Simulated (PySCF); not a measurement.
**SF5: frequency calculation**

SF5, multiplicity 2, computed with UKS-based PBE0, S def2-TZVP, F def2-TZVP; non-relativistic Hamiltonian; density fitting (PySCF 2.14.0).

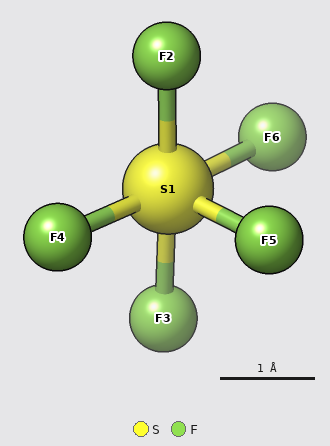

Figure 1. The input geometry (ball-and-stick view, seen at a tilt; atoms are numbered from 1 in the order of the input). Bond lengths as drawn: F–S 1.54 to 1.60 Å.

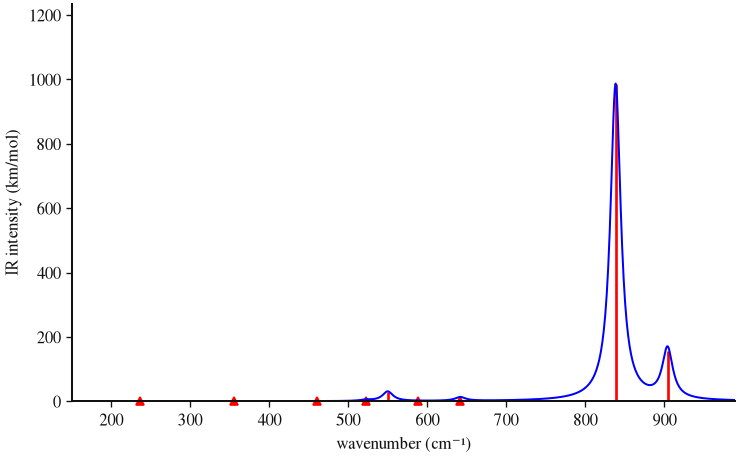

Figure 2. Harmonic infrared spectrum, unscaled: sticks (degenerate modes added up, dark ones marked on the axis) with a Lorentzian envelope of 16 cm⁻¹ full width, scaled to the tallest stick. 12 modes from 236 to 904 cm⁻¹, none imaginary. The strongest line is at 839 cm⁻¹ (987 km/mol). All modes, in cm⁻¹ (km/mol): 236 (0.0), 356 (0.0), 356 (0.0), 460 (0.0), 523 (1.7), 523 (1.7), 550 (30), 589 (0.0), 642 (11.7), 839 (494), 839 (494), 904 (157).

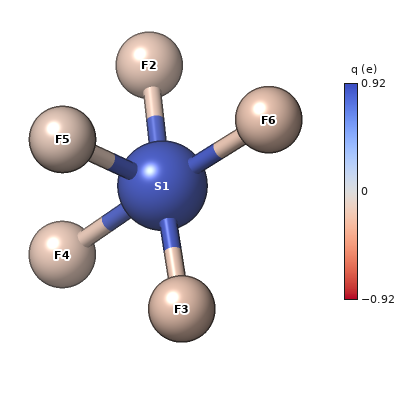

Figure 3. Mulliken charges, as the colour of each atom (ball-and-stick view, seen at a tilt; atoms are numbered from 1 in the order of the input; Mulliken charges depend strongly on the basis). By element: S +0.87 and F −0.19 to −0.13 e.

These pictures come from the run below.

### Input file
```python
from pyscf import gto, scf, dft
mol = gto.M(atom='''
S      0.103202    -0.175017     0.000000
F      0.126807    -0.215048     1.602240
F      0.126807    -0.215048    -1.602240
F      1.506968     0.598789     0.000000
F     -0.680978     1.154849    -0.000000
F     -1.253353    -1.028885    -0.000000''',
    basis={'S': 'def2-TZVP', 'F': 'def2-TZVP'},
    charge=0, spin=1)
mf = dft.UKS(mol, xc='PBE0')
mf.grids.atom_grid = (75, 302)
aux = {'S': 'def2-universal-JKFIT', 'F': 'def2-universal-JKFIT'}
mf = mf.density_fit(auxbasis=aux)
mf.conv_tol = 1e-09
mf.diis_space = 10
mf.max_cycle = 60
mf.verbose = 4
mf.kernel()
```

The script is an equivalent of the set-up of the self-consistent field. The run itself was carried out by a driver, which started from the orbitals of the step before it where there was one and computed the further properties.

Command:
```bash
OMP_NUM_THREADS=4 python axn.py task.json out
```

### The program's output
```
init E= -896.945431859515
  alpha nocc = 31  HOMO = -0.324515863184871  LUMO = 0.0236817807413203
  beta  nocc = 30  HOMO = -0.441220587838883  LUMO = -0.157212183076979
  HOMO = -0.324515863185  LUMO = -0.157212183077  gap/eV = 4.55257
cycle= 1 E= -896.945431859511  delta_E= 4.09e-12  |g|= 3.78e-06  |ddm|= 3.27e-06
  alpha nocc = 31  HOMO = -0.324515641148018  LUMO = 0.0236821800997404
  beta  nocc = 30  HOMO = -0.441220959053103  LUMO = -0.157211942053465
  HOMO = -0.324515641148  LUMO = -0.157211942053  gap/eV = 4.55257
Extra cycle  E= -896.945431859504  delta_E= 7.28e-12  |g|= 6.24e-06  |ddm|= 5.08e-06
converged SCF energy = -896.945431859504  <S^2> = 0.75366956  2S+1 = 2.0036662
```

### Summary

```json
{"quantity": "outcome", "value": "converged"}
{"quantity": "total energy", "value": "−896.945432 hartree"}
{"quantity": "⟨S²⟩", "value": "0.754"}
{"quantity": "zero-point energy", "value": "0.015527 hartree"}
{"quantity": "dipole moment", "value": "0.27 D"}
{"quantity": "wavenumbers, lowest and highest", "value": "236 and 904 cm⁻¹"}
{"quantity": "hardware", "value": "4 threads of AMD EPYC (Zen 5), 16 GiB of memory available, shared host"}
{"quantity": "wall time", "value": "59 s (CPU time 3.9 min)"}
{"quantity": "peak memory", "value": "2.5 GiB"}
```
